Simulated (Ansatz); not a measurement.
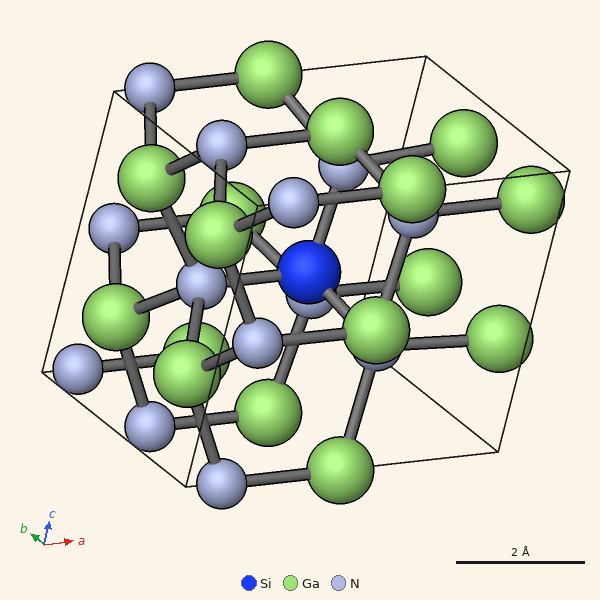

The figure gives a ball-and-stick picture of the atoms, viewed slightly off an axis. The box is the supercell; atoms on or close to its faces, edges and corners are drawn wherever they repeat. The host is GaN, in a cell of 16 sites, and the cell is neutral.

Spot the defect.

Answer. Silicon on a gallium site (a substitutional impurity). It is bonded to four N in a tetrahedral arrangement at about 1.8 Å.

The calculation used DFT PBE, scalar-relativistic, plane waves, PAW (Ansatz), with a cutoff energy of 420 eV, k-point mesh 3×3×3, Gaussian smearing of 0.01 eV, collinear spins.

Does a spin moment come with the defect?

Answer. Yes, 0.3 μB in the cell.

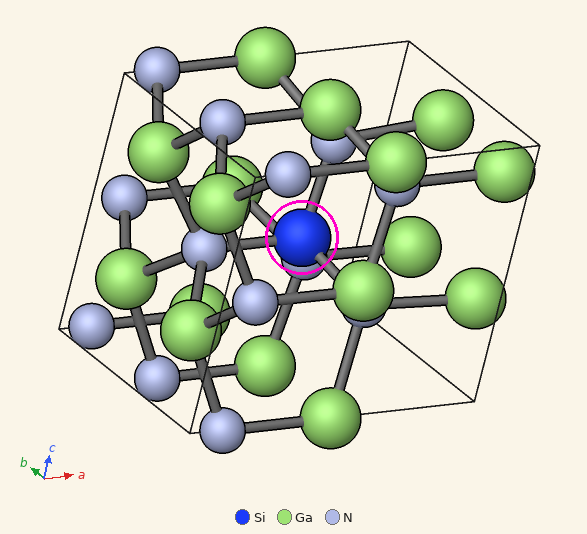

The same cell with a ring at the defect's site.

The atoms were relaxed in the host's cell with DFT PBE, scalar-relativistic, plane waves, PAW in Ansatz.
